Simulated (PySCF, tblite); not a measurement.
# 79-35-6 (C2Cl2F2): isotopologues and vibrational averages

How do isotopes change the rotational constants and shieldings of 79-35-6 (C2Cl2F2) (`FC(F)=C(Cl)Cl`)?

Programs: PySCF 2.14.0 with density-fitted response routines of our own, and tblite 0.8.0. All values are computed, except where a source is named. Atoms count from 0 throughout.

### 1 The molecule as given

6 atoms, charge 0, multiplicity 1; geometry from: force field or distance geometry start.

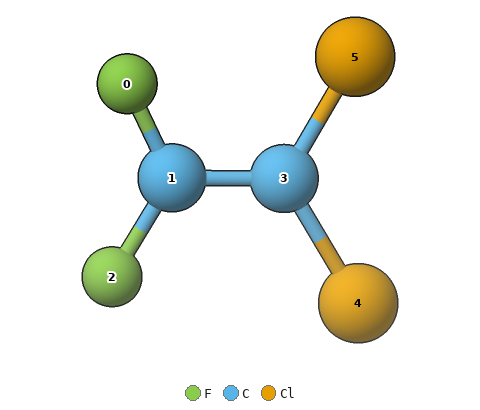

The starting geometry (fluorine green, carbon blue, chlorine amber), atoms numbered.

### 2 GFN2-xTB relaxation, lowest of a short conformer search

What the job is given:

```
{"job": {"xc": "GFN2-xTB", "basis": "xTB", "kind": "relax"}, "charge": 0, "multiplicity": 1}
F     -1.562400     0.650100    -0.528700
C     -0.738000    -0.114700     0.100500
F     -1.131000    -1.099700     1.012700
C      0.578600     0.102700    -0.130500
Cl     1.838900    -0.855700     0.694200
Cl     1.026300     1.325100    -1.234400
```

Launch:

```bash
> OMP_NUM_THREADS=1 python ens_run.py task.json out
```

This one command runs the whole study; its stages follow in the order run.

Output:

```text
step      E/eV     max force
  0    -620.20510    3.356
  1    -620.41081    1.484
  2    -620.49050    1.525
  3    -620.54100    0.610
  4    -620.56144    0.430
  5    -620.57239    0.363
  6    -620.57917    0.224
  7    -620.58134    0.157
  8    -620.58303    0.158
  9    -620.58462    0.148
 10    -620.58590    0.116
 11    -620.58651    0.075
 12    -620.58673    0.050
 13    -620.58685    0.045
 14    -620.58707    0.071
 15    -620.58737    0.081
 16    -620.58762    0.057
 17    -620.58772    0.022
 18    -620.58774    0.009
 19    -620.58775    0.009
 20    -620.58775    0.008
 21    -620.58775    0.003
```

Run time: 0.19 s. Hardware: 1 thread of Arm Neoverse N1, shared host.

Relaxing gained 0.383 eV and moved the atoms by 0.09 Å on average (rms).

### 3 Tight optimisation and Hessian

What the job is given:

```
{"job": {"xc": "B3LYP", "basis": "pcSseg-1", "grid": 2, "temperatures": [350, 500], "kind": "geom"}, "charge": 0, "multiplicity": 1}
F     -1.677034     0.560843    -0.455007
C     -0.690108    -0.112726     0.111934
F     -1.160513    -1.025568     0.945439
C      0.603315     0.100162    -0.124109
Cl     1.816144    -0.824339     0.659796
Cl     1.120686     1.309588    -1.224351
```

Output:

```text
step   0  E = -32550.7183332 eV  max force = 0.52885
step   1  E = -32550.7300907 eV  max force = 0.07068
step   2  E = -32550.7305259 eV  max force = 0.01631
step   3  E = -32550.7305338 eV  max force = 0.00628
step   4  E = -32550.7305348 eV  max force = 0.00064
step   5  E = -32550.7305348 eV  max force = 0.00064
step   6  E = -32550.7305349 eV  max force = 0.00033
harmonic wavenumbers (cm-1): 152.7 187.8 259.3 326.1 431.7 457.2 595.1 624.9 960.3 1039.7 1329.8 1778.3
```

It took 6.6 min on 1 thread of Arm Neoverse N1, shared host; peak memory 0.59 GiB.

### 4 Displacements along the modes, parent

What the job is given:

```
{"job": {"xc": "B3LYP", "basis": "pcSseg-1", "grid": 2, "temperatures": [350, 500], "kind": "vib", "mass_numbers": [19, 12, 19, 12, 35, 35]}, "charge": 0, "multiplicity": 1}
F     -1.670489     0.563092    -0.457682
C     -0.694471    -0.113152     0.112967
F     -1.152773    -1.025738     0.945340
C      0.597192     0.099318    -0.123016
Cl     1.818586    -0.838554     0.672149
Cl     1.114446     1.322995    -1.236056
```

Output:

```text
mode    cm-1    km/mol   phi_rrr   E(+)/cm-1  E(-)/cm-1
  1    152.68     0.00      -0.2      27.63      27.67
  2    187.77     2.61      -0.1      33.96      33.84
  3    259.27     0.16     -10.7      46.30      47.07
  4    326.09     0.10      -1.8      58.79      58.88
  5    431.75     0.35      19.2      78.42      77.04
  6    457.24     1.35      -0.3      82.30      82.33
  7    595.14    10.57      -3.2     107.06     107.33
  8    624.89     3.61      62.4     114.78     110.29
  9    960.33   144.95      -0.1     173.04     173.02
 10   1039.75   196.77     127.6     191.82     182.64
 11   1329.82   153.83       0.3     239.73     239.70
 12   1778.31   168.72     397.2     334.96     306.39
```

It took 5.6 min on 1 thread of Arm Neoverse N1, shared host; peak memory 0.59 GiB.

### 5 Displacements along the modes, 13C at atom 3

What the job is given:

```
{"job": {"xc": "B3LYP", "basis": "pcSseg-1", "grid": 2, "temperatures": [350, 500], "kind": "vib", "mass_numbers": [19, 12, 19, 13, 35, 35]}, "charge": 0, "multiplicity": 1}
F     -1.670489     0.563092    -0.457682
C     -0.694471    -0.113152     0.112967
F     -1.152773    -1.025738     0.945340
C      0.597192     0.099318    -0.123016
Cl     1.818586    -0.838554     0.672149
Cl     1.114446     1.322995    -1.236056
```

Output:

```text
mode    cm-1    km/mol   phi_rrr   E(+)/cm-1  E(-)/cm-1
  1    152.68     0.00      -0.2      27.63      27.67
  2    187.39     2.63      -0.1      33.89      33.77
  3    258.92     0.15     -10.8      46.23      47.01
  4    317.30     0.12      -1.7      57.20      57.28
  5    431.59     0.36      18.8      78.38      77.02
  6    457.24     1.35      -0.3      82.29      82.33
  7    589.86    10.29      -3.3     106.10     106.39
  8    622.91     3.94      62.1     114.41     109.95
  9    928.16   133.30      -0.1     167.24     167.21
 10   1022.14   183.13     125.2     188.56     179.55
 11   1329.57   156.85       0.2     239.69     239.66
 12   1752.89   181.81     373.2     329.48     302.64
```

Run time: 5.6 min. Hardware: 1 thread of Arm Neoverse N1, shared host; peak memory 0.59 GiB.

### 6 Displacements along the modes, 37Cl at atom 4

What the job is given:

```
{"job": {"xc": "B3LYP", "basis": "pcSseg-1", "grid": 2, "temperatures": [350, 500], "kind": "vib", "mass_numbers": [19, 12, 19, 12, 37, 35]}, "charge": 0, "multiplicity": 1}
F     -1.670489     0.563092    -0.457682
C     -0.694471    -0.113152     0.112967
F     -1.152773    -1.025738     0.945340
C      0.597192     0.099318    -0.123016
Cl     1.818586    -0.838554     0.672149
Cl     1.114446     1.322995    -1.236056
```

Output:

```text
mode    cm-1    km/mol   phi_rrr   E(+)/cm-1  E(-)/cm-1
  1    152.21     0.00      -0.3      27.55      27.58
  2    186.52     2.56      -0.6      33.71      33.63
  3    256.85     0.16     -10.7      45.86      46.64
  4    325.75     0.10      -1.8      58.73      58.82
  5    427.97     0.34      20.3      77.78      76.32
  6    455.51     1.40      -6.0      81.78      82.22
  7    595.12    10.57      -3.2     107.06     107.33
  8    623.52     3.67      62.1     114.52     110.05
  9    958.99   144.56      -0.8     172.77     172.80
 10   1039.39   196.51     128.1     191.77     182.55
 11   1329.81   153.70       0.1     239.73     239.70
 12   1778.27   168.82     397.3     334.96     306.39
```

Run time: 5.7 min. Hardware: 1 thread of Arm Neoverse N1, shared host; peak memory 0.55 GiB.

### 7 Vibrational averages by isotopologue

What the job is given:

```
{"job": {"xc": "B3LYP", "basis": "pcSseg-1", "grid": 2, "temperatures": [350, 500], "kind": "iso"}, "charge": 0, "multiplicity": 1}
F     -1.670489     0.563092    -0.457682
C     -0.694471    -0.113152     0.112967
F     -1.152773    -1.025738     0.945340
C      0.597192     0.099318    -0.123016
Cl     1.818586    -0.838554     0.672149
Cl     1.114446     1.322995    -1.236056
```

Output:

```text
parent
  Be/MHz 2536.393 2177.057 1171.514
  B0/MHz 2527.652 2167.512 1166.203
  ZPE/cm-1 4071.5
  <sigma>(0 K)/ppm 248.271 8.442 248.266 62.139 657.664 657.649
13C at atom 3
  Be/MHz 2536.393 2176.51 1171.355
  B0/MHz 2527.833 2167.111 1166.127
  ZPE/cm-1 4025.3
  <sigma>(0 K)/ppm 248.322 8.469 248.317 62.193 657.962 657.946
37Cl at atom 4
  Be/MHz 2486.685 2150.246 1153.13
  B0/MHz 2478.145 2140.858 1147.924
  ZPE/cm-1 4064.9
  <sigma>(0 K)/ppm 248.275 8.442 248.271 62.150 657.778 657.677
```

Wall time 24 min (1 thread of Arm Neoverse N1, shared host); peak memory 0.59 GiB. This counts the whole study up to here.

Rotational constants (MHz) at equilibrium and in the ground state:

```tsv
isotopologue	Be	B0	zero-point change (cm⁻¹)
parent	2536.4, 2177.1, 1171.5	2527.7, 2167.5, 1166.2	0.0
13C at atom 3	2536.4, 2176.5, 1171.4	2527.8, 2167.1, 1166.1	-46.2
37Cl at atom 4	2486.7, 2150.2, 1153.1	2478.1, 2140.9, 1147.9	-6.6
```

Shieldings of the first species (ppm): at equilibrium, the vibrational parts at 0 K, and the averages:

```tsv
atom	equilibrium	anharmonic	harmonic	0 K	350 K	500 K
F0	255.86	-1.63	-5.96	248.27	246.42	244.84
C1	11.08	-1.00	-1.64	8.44	7.98	7.54
F2	255.84	-1.62	-5.96	248.27	246.43	244.86
C3	65.72	-1.56	-2.02	62.14	61.28	60.43
Cl4	675.64	-5.62	-12.35	657.66	650.93	645.26
Cl5	675.62	-5.62	-12.35	657.65	650.92	645.26
```

Isotope effects on the shieldings at 0 K (ppb; positive means more shielded):

```tsv
atom	13C at atom 3	37Cl at atom 4
F0	51	4
C1	27	0
F2	51	5
C3	54	11
Cl4	298	113
Cl5	298	28
```

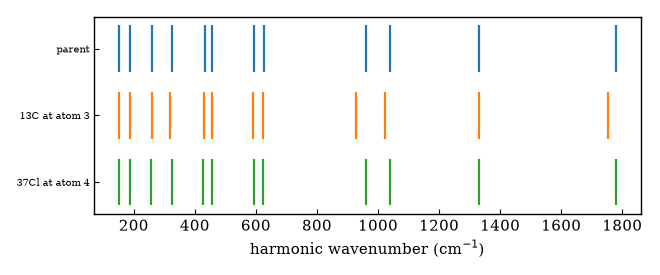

Harmonic wavenumbers of each isotopologue.

### 8 Tight optimisation and Hessian, xc KT3; basis 6-311G**; hess_step 0.02

What the job is given:

```
{"job": {"xc": "KT3", "basis": "6-311G**", "grid": 2, "temperatures": [350, 500], "j": false, "hess_step": 0.02, "kind": "geom"}, "charge": 0, "multiplicity": 1}
F     -1.677034     0.560843    -0.455007
C     -0.690108    -0.112726     0.111934
F     -1.160513    -1.025568     0.945439
C      0.603315     0.100162    -0.124109
Cl     1.816144    -0.824339     0.659796
Cl     1.120686     1.309588    -1.224351
```

Output:

```text
step   0  E = -32819.7787456 eV  max force = 0.68348
step   1  E = -32819.7834622 eV  max force = 0.12131
step   2  E = -32819.7838750 eV  max force = 0.00942
step   3  E = -32819.7838790 eV  max force = 0.00236
step   4  E = -32819.7838791 eV  max force = 0.00077
step   5  E = -32819.7838791 eV  max force = 0.00077
harmonic wavenumbers (cm-1): 150.2 180.6 260.2 318.2 431.7 449.6 544.4 620.9 960.1 1028.7 1321.4 1762.0
```

Run time: 7.6 min. Hardware: 1 thread of Arm Neoverse N1, shared host; peak memory 0.5 GiB.

### 9 Displacements along the modes, xc KT3; basis 6-311G**; hess_step 0.02; parent

What the job is given:

```
{"job": {"xc": "KT3", "basis": "6-311G**", "grid": 2, "temperatures": [350, 500], "j": false, "hess_step": 0.02, "kind": "vib", "mass_numbers": [19, 12, 19, 12, 35, 35]}, "charge": 0, "multiplicity": 1}
F     -1.666639     0.563300    -0.457199
C     -0.693658    -0.113148     0.112579
F     -1.149174    -1.024608     0.943740
C      0.603394     0.100259    -0.124340
Cl     1.808055    -0.829660     0.665177
Cl     1.110513     1.311819    -1.226255
```

Output:

```text
mode    cm-1    km/mol   phi_rrr   E(+)/cm-1  E(-)/cm-1
  1    150.15     0.00       2.2      27.33      27.46
  2    180.57     2.37      -1.1      32.78      32.63
  3    260.18     0.23     -10.1      46.51      47.23
  4    318.16     0.59       0.8      57.65      57.61
  5    431.65     0.32      15.8      78.30      77.14
  6    449.56     1.24       0.1      80.96      80.94
  7    544.43     7.34       1.5      98.40      98.21
  8    620.88     3.26      63.2     114.10     109.59
  9    960.11   169.48      -0.3     173.07     173.01
 10   1028.70   185.25     123.1     189.63     180.77
 11   1321.43   149.82       0.9     238.23     238.16
 12   1761.95   156.45     391.5     331.47     303.31
```

Wall time 6.6 min (1 thread of Arm Neoverse N1, shared host); peak memory 0.51 GiB.

### 10 Displacements along the modes, xc KT3; basis 6-311G**; hess_step 0.02; 13C at atom 3

What the job is given:

```
{"job": {"xc": "KT3", "basis": "6-311G**", "grid": 2, "temperatures": [350, 500], "j": false, "hess_step": 0.02, "kind": "vib", "mass_numbers": [19, 12, 19, 13, 35, 35]}, "charge": 0, "multiplicity": 1}
F     -1.666639     0.563300    -0.457199
C     -0.693658    -0.113148     0.112579
F     -1.149174    -1.024608     0.943740
C      0.603394     0.100259    -0.124340
Cl     1.808055    -0.829660     0.665177
Cl     1.110513     1.311819    -1.226255
```

Output:

```text
mode    cm-1    km/mol   phi_rrr   E(+)/cm-1  E(-)/cm-1
  1    150.15     0.00       2.2      27.33      27.46
  2    180.21     2.38      -1.1      32.71      32.57
  3    259.84     0.22     -10.1      46.44      47.17
  4    309.28     0.62       0.7      56.02      56.00
  5    431.42     0.34      15.4      78.24      77.11
  6    449.54     1.23       0.1      80.96      80.94
  7    540.14     7.04       1.6      97.63      97.43
  8    619.03     3.56      62.9     113.75     109.27
  9    927.91   156.45      -0.2     167.26     167.20
 10   1011.24   172.51     120.7     186.40     177.71
 11   1321.27   152.42       0.8     238.20     238.13
 12   1736.74   168.72     367.8     326.05     299.60
```

It took 6.2 min on 1 thread of Arm Neoverse N1, shared host; peak memory 0.51 GiB.

### 11 Vibrational averages by isotopologue, second settings

What the job is given:

```
{"job": {"xc": "KT3", "basis": "6-311G**", "grid": 2, "temperatures": [350, 500], "j": false, "hess_step": 0.02, "kind": "iso"}, "charge": 0, "multiplicity": 1}
F     -1.666639     0.563300    -0.457199
C     -0.693658    -0.113148     0.112579
F     -1.149174    -1.024608     0.943740
C      0.603394     0.100259    -0.124340
Cl     1.808055    -0.829660     0.665177
Cl     1.110513     1.311819    -1.226255
```

Output:

```text
parent
  Be/MHz 2573.484 2193.096 1184.056
  B0/MHz 2564.464 2183.348 1178.611
  ZPE/cm-1 4013.9
  <sigma>(0 K)/ppm 245.001 32.764 245.013 88.880 702.390 702.365
13C at atom 3
  Be/MHz 2573.484 2192.5 1183.882
  B0/MHz 2564.654 2182.898 1178.523
  ZPE/cm-1 3968.4
  <sigma>(0 K)/ppm 245.053 32.786 245.065 88.928 702.649 702.625
```

It took 21 min on 1 thread of Arm Neoverse N1, shared host; peak memory 0.59 GiB. This counts the runs that the step sums up.

Rotational constants (MHz) at equilibrium and in the ground state:

```tsv
isotopologue	Be	B0	zero-point change (cm⁻¹)
parent	2573.5, 2193.1, 1184.1	2564.5, 2183.3, 1178.6	0.0
13C at atom 3	2573.5, 2192.5, 1183.9	2564.7, 2182.9, 1178.5	-45.5
```

Shieldings of the first species (ppm): at equilibrium, the vibrational parts at 0 K, and the averages:

```tsv
atom	equilibrium	anharmonic	harmonic	0 K	350 K	500 K
F0	252.79	-1.74	-6.06	245.00	242.93	241.18
C1	35.06	-0.88	-1.42	32.76	32.31	31.89
F2	252.76	-1.68	-6.07	245.01	242.98	241.27
C3	92.14	-1.39	-1.87	88.88	88.06	87.26
Cl4	718.37	-4.91	-11.08	702.39	696.33	691.24
Cl5	718.40	-4.95	-11.08	702.37	696.24	691.11
```

Isotope effects on the shieldings at 0 K (ppb; positive means more shielded):

```tsv
atom	13C at atom 3
F0	52
C1	23
F2	52
C3	48
Cl4	259
Cl5	259
```

### 12 Results

| quantity | value |
| --- | --- |
| point group | C2v |
| B0 of the first species | 2527.7, 2167.5, 1166.2 MHz |
| zero-point energy | 4072 cm⁻¹ |
| zero-point change of σ(Cl4) | -17.98 ppm |

**Reading.** Zero-point motion changes the shielding of Cl4 most, by -17.98 ppm. The largest secondary isotope effect is 298 ppb on Cl4, 1 bond from the change (13C at atom 3). The job flags a low mode; perturbation theory is less sure for low modes.
